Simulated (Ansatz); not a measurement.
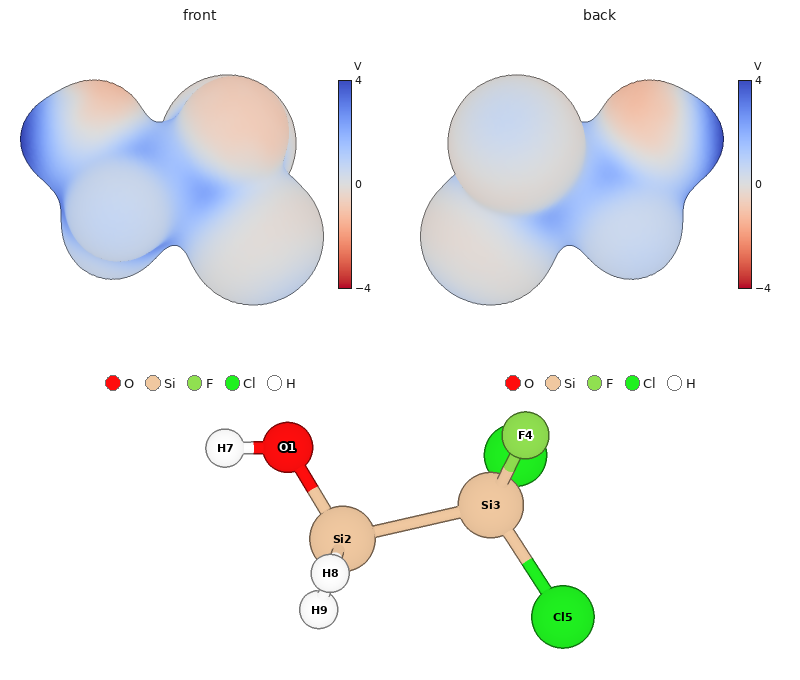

The picture shows: Cl2FH3OSi2 (SMILES O[SiH2][Si](F)(Cl)Cl). The molecular electrostatic potential painted on the density surface at 0.004 e/bohr³, seen from the front and from behind; the colour scale runs from red (negative) to blue (positive). The bare structure is drawn below in the same view.

Geometry: PBE0-D4/def2-TZVP.

All numbers below come from Ansatz 0.2.0, RKS PBE0-D4/def2-TZVPP.

```yaml
atoms:
  - { symbol: O, position_ang: [1.3132, -0.9184, 1.1931] }
  - { symbol: Si, position_ang: [0.2084, -0.9545, -0.0247] }
  - { symbol: Si, position_ang: [-0.4811, 1.2528, -0.3559] }
  - { symbol: F, position_ang: [0.7068, 2.1898, -0.8387] }
  - { symbol: Cl, position_ang: [-1.9007, 1.2789, -1.8228] }
  - { symbol: Cl, position_ang: [-1.2552, 2.0857, 1.3330] }
  - { symbol: H, position_ang: [1.7118, -1.7406, 1.4814] }
  - { symbol: H, position_ang: [0.7786, -1.4755, -1.2975] }
  - { symbol: H, position_ang: [-0.9931, -1.7644, 0.3151] }
```

> Describe the electrostatic potential map.

The most negative region (about −1.1 V) lies over O1, the most positive (about +3.9 V) over H7. Cl5 shows a σ-hole: about +0.6 V at the tip opposite its bond, against about 0.0 V on its flanks. Cl6 shows a σ-hole: about +0.6 V at the tip opposite its bond, against about −0.1 V on its flanks. O1 is the likeliest acceptor of a hydrogen bond.
